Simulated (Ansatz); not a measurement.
A series of calculations on C4H9FOSi

**1. Relaxation**

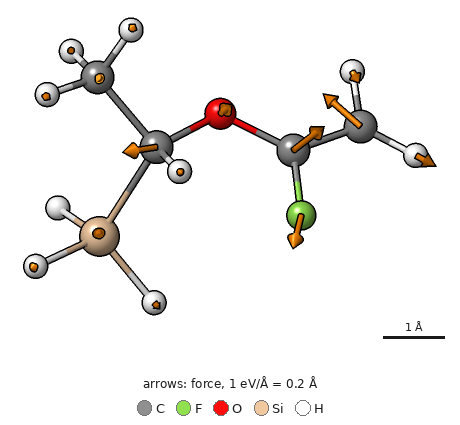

Starting geometry of C$_{4}$H$_{9}$FOSi with the computed forces as orange arrows. Style: ball-and-stick. Shown at a tilt.

The run prepares an end point of a later path (torsion) calculation, from a guessed geometry.

Method: RKS B3LYP-D4/6-31G (Ansatz 0.2.0). Set-up: no spin polarisation; force threshold 0.015 eV/Å; at most 40 steps.

Is this structure relaxed? If not, where do the atoms go?

It isn't relaxed: the largest force vector, on a C atom, is 4.35 eV/Å. The final displacements have little in common with the starting forces (cosine between the two patterns 0.04). The atom that moves furthest after the best rigid fit is an H atom (0.96 Å). By element the largest moves are H 0.96 Å, F 0.81 Å, C 0.46 Å, O 0.35 Å, Si 0.30 Å. Among the contacts that change: C–O 1.391 → 1.502 Å, C–F 1.319 → 1.402 Å, C–H 1.030 → 1.080 Å, C–H 1.121 → 1.080 Å. Among the angles between lasting bonds that change: O–C–Si 116.6° → 109.5°, F–C–O 118.4° → 112.7°, C–C–H 114.4° → 119.9°. Groups turn about C–O by about 40°. After 24 geometry steps the energy has fallen by 60.1 kJ/mol. Largest force component: 3.5 eV/Å at the start, 0.0045 eV/Å at the end. The run took 7.1 min on 1 thread of Intel(R) Xeon(R) Processor @ 2.50GHz (Skylake/Cascade Lake) (shared host), peak memory 0.24 GiB.

**2. Relaxation**

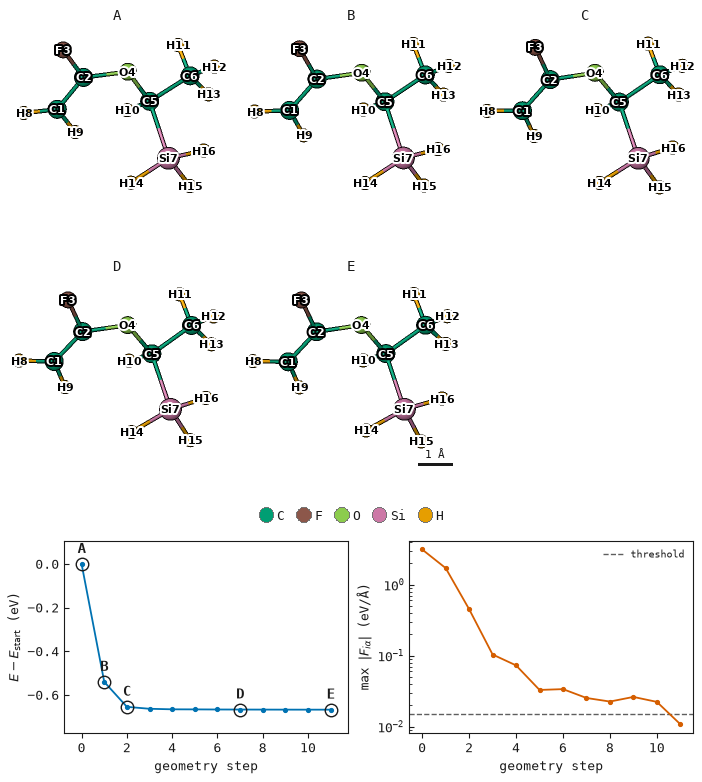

Frames of a relaxation of C₄H₉FOSi, marked on the history of the run. A ball-and-stick model, seen at a tilt.

The run prepares an end point of a later path (torsion) calculation, from a guessed geometry.

Computed with Ansatz 0.2.0, RKS B3LYP-D4/6-31G.

The input:
```yaml
crystal:
  periodic: [false, false, false]
  atoms:
    - { symbol: C, position_ang: [-0.3266, -2.7136, -1.3223] }
    - { symbol: C, position_ang: [0.1794, -1.5854, -0.8009] }
    - { symbol: F, position_ang: [1.4623, -1.6252, -0.4963] }
    - { symbol: O, position_ang: [-0.4952, -0.4398, -0.5819] }
    - { symbol: C, position_ang: [-1.84123, -0.38497, -0.92648] }
    - { symbol: C, position_ang: [-2.52491, 0.64625, 0.00841] }
    - { symbol: Si, position_ang: [-2.24377, -0.01814, -2.77948] }
    - { symbol: H, position_ang: [0.2544, -3.5426, -1.5138] }
    - { symbol: H, position_ang: [-1.4203, -2.6623, -1.5613] }
    - { symbol: H, position_ang: [-2.30207, -1.34562, -0.72811] }
    - { symbol: H, position_ang: [-2.31254, 0.38543, 1.02867] }
    - { symbol: H, position_ang: [-2.11953, 1.63727, -0.16048] }
    - { symbol: H, position_ang: [-3.59235, 0.73328, -0.11027] }
    - { symbol: H, position_ang: [-1.60721, -0.97857, -3.67484] }
    - { symbol: H, position_ang: [-3.6859, -0.02015, -2.99986] }
    - { symbol: H, position_ang: [-1.75492, 1.36552, -3.15052] }
basis:
  gaussian: { orbitals: "6-31G" }
hamiltonian:
  xc: b3lyp
  dispersion: d4
relax:
  f_tol: 0.015
  max_steps: 40
```

Run as
```bash
ansatz run input.yaml --threads 1 --pin off --max-ram 2048MiB --backend cpu --events-out ev --progress --plain --runs-dir out
```

**What happens along the run?**

The energy falls by 0.667 eV in 11 geometry steps. Largest force component: 3.1 eV/Å at the start, 0.011 eV/Å at the end. The largest move after the best rigid fit is that of H9, 0.32 Å. By element the largest moves are H 0.32 Å, C 0.14 Å, F 0.14 Å, O 0.07 Å, Si 0.06 Å. Near-neighbour distances that change, for instance: O4–C5 1.391 → 1.485 Å, C2–F3 1.319 → 1.380 Å, C1–H8 1.030 → 1.080 Å, C1–H9 1.121 → 1.079 Å. Among the angles between lasting bonds that change: F3–C2–O4 118.4° → 107.8°, C2–C1–H9 114.4° → 122.3°, O4–C5–Si7 116.6° → 109.2°. Cost: 3.5 min on 1 thread of Intel(R) Xeon(R) Processor @ 2.50GHz (Skylake/Cascade Lake), with other jobs on the host, peak memory 0.23 GiB. From step 0 to 1: H9 moves most (0.20 Å), energy −0.540 eV. From step 1 to 2: H9 moves most (0.11 Å), energy −0.114 eV. From step 2 to 7: H atoms move most (0.07 Å), energy −0.012 eV. From step 7 to 11: H atoms move most (0.10 Å), energy −0.001 eV.

```
step  E − E(0), eV  largest force component, eV/Å
   0        0.0000                         3.1342
   1       -0.5399                         1.7133
   2       -0.6542                         0.4516
   3       -0.6631                         0.1038
   4       -0.6656                         0.0729
   5       -0.6659                         0.0329
   6       -0.6664                         0.0337
   7       -0.6666                         0.0253
   8       -0.6668                         0.0225
   9       -0.6670                         0.0262
  10       -0.6671                         0.0223
  11       -0.6672                         0.0108
```

**3. Path**

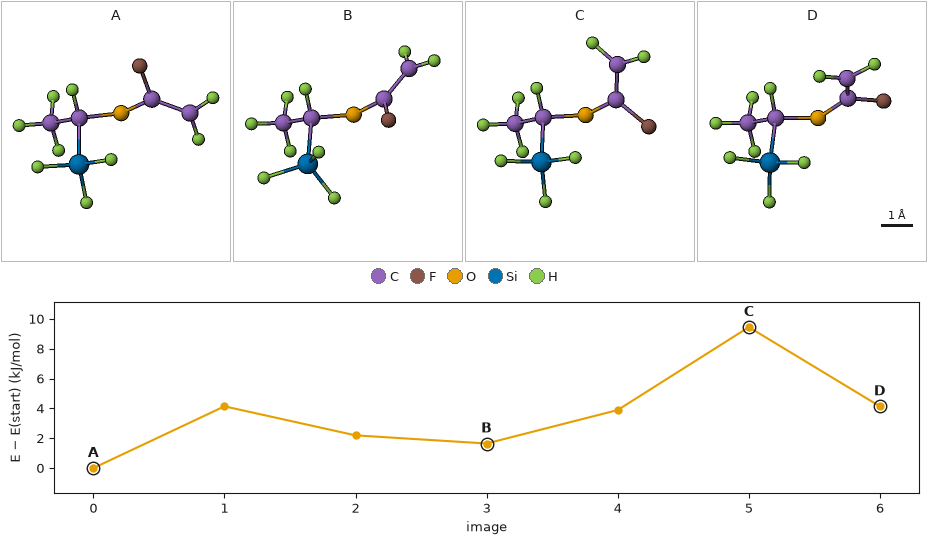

NEB run on C₄H₉FOSi. Images are numbered from 0 (start) to 6 (end). Frames A to D are images 0, 3, 5, 6. Style: ball-and-stick. Shown from a free direction.

Theory: Ansatz 0.2.0, RKS B3LYP-D4/6-31G. Set-up: 5 movable images; climbing image; force threshold 0.03 eV/Å; iteration limit 19; starting path through a guess of the saddle point.

Question: What happens along the path, and what is the barrier?

Answer: The path has more than one stage, and so few images may leave a stage unresolved. No bond forms or breaks between the ends. Bond angles that change up to the highest image, for instance: C–C–O 126.3° → 129.3°, F–C–O 112.7° → 110.0°. Forward barrier 9.4 kJ/mol, backward barrier 5.3 kJ/mol, with image 5 at the top; the reaction energy is +4.1 kJ/mol. The profile has 2 maxima (images 1, 5) with a dip at image 3 (+1.6 kJ/mol), so the process runs in steps. The band converged in 18 iterations. The largest component of the band force went from 71 to 0.025 eV/Å. The climbing image converged on the top of the path. Its vibrational analysis gives one imaginary mode (51i cm⁻¹), as a transition state must have.
